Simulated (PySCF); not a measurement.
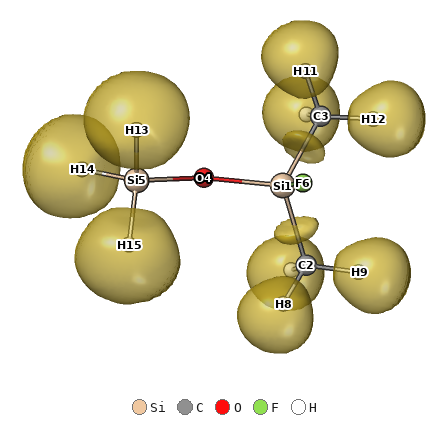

C₂H₉FOSi₂. Isosurface of the electron localisation function at 0.9 (yellow), seen at a tilt. Only the valence region is drawn (cores and ρ < 0.01 e/Å³ removed).

Geometry: PBE0-D3(BJ)/def2-SVP.

Theory: PySCF, PBE0/pcSseg-1, SCF density, gas phase, non-relativistic.

Input file:

```
{"job": {"kind": "nmr", "xc": "PBE0", "basis": "pcSseg-1"}, "charge": 0, "multiplicity": 1}
Si    -0.446789     0.071991    -0.388040
C     -1.453405    -1.430238     0.024663
C     -1.325674     1.686627    -0.153806
O      0.943814     0.073365     0.504046
Si     2.572446    -0.236635     0.482929
F      0.001062    -0.036439    -1.954164
H     -1.733492    -1.427922     1.089419
H     -0.877374    -2.347102    -0.173788
H     -2.376835    -1.469801    -0.573141
H     -1.605772     1.828893     0.901205
H     -0.673510     2.522458    -0.449491
H     -2.241254     1.732508    -0.763082
H      3.269869     0.669016    -0.477315
H      3.103150    -0.003404     1.856028
H      2.831917    -1.655085     0.090558
```

Run with:

```sh
OMP_NUM_THREADS=1 python cluster_run.py task.json out
```

**Where are the electrons localised?**

At this value the surface marks out two regions between bonded C–Si atoms (shared pairs) and nine regions around hydrogen nuclei.

Values along the shortest contacts:
Si–F (1.63 Å): the ELF peaks at about 0.85 in the valence shell of F, 0.6 Å from its nucleus, and is about 0.55 at the midpoint. Si–O (1.65 Å): the ELF peaks at about 0.85 between the atoms: a shared but strongly polarised pair.
